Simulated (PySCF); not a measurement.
SMILES O[SiH2][SiH2]c1cccs1, singlet, GFN2-xTB optimised geometry. Atoms within 1.6 Å of the plane z = 0.0 Å (x, y, z in Å): O1 (-1.42, -3.95, 0.22), Si2 (-0.41, -2.67, 0.20), Si3 (-1.61, -0.72, -0.01), C4 (-0.42, 0.73, 0.00), C5 (0.94, 0.73, 0.00), C6 (1.52, 2.02, 0.00), C7 (0.58, 3.00, 0.00), S8 (-1.02, 2.36, 0.00), H9 (-2.09, -4.07, 0.89), H10 (0.42, -2.72, 1.42), H11 (0.42, -3.05, -0.94), H12 (-2.41, -0.60, -1.24), H13 (-2.58, -0.47, 1.08), H14 (1.52, -0.17, 0.00), H15 (2.58, 2.21, 0.00), H16 (0.72, 4.07, 0.00).

Calculation: B3LYP/def2-TZVP (PySCF). Cells within 0.4 Å of a nucleus heavier than hydrogen are left out (blank, or x).

Map of the Laplacian of the electron density (e/bohr⁵), clipped to [-1.50, 1.50] on the plane z = 0.0 Å:

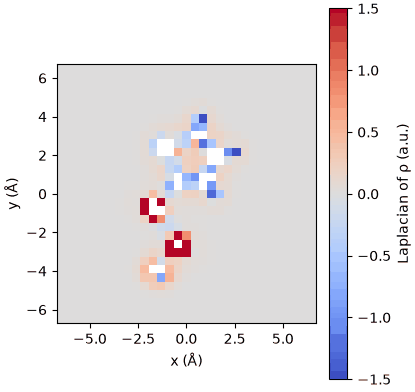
Laplacian of the electron density (e/bohr⁵), clipped to [-1.50, 1.50] on the plane z = 0.0 Å.
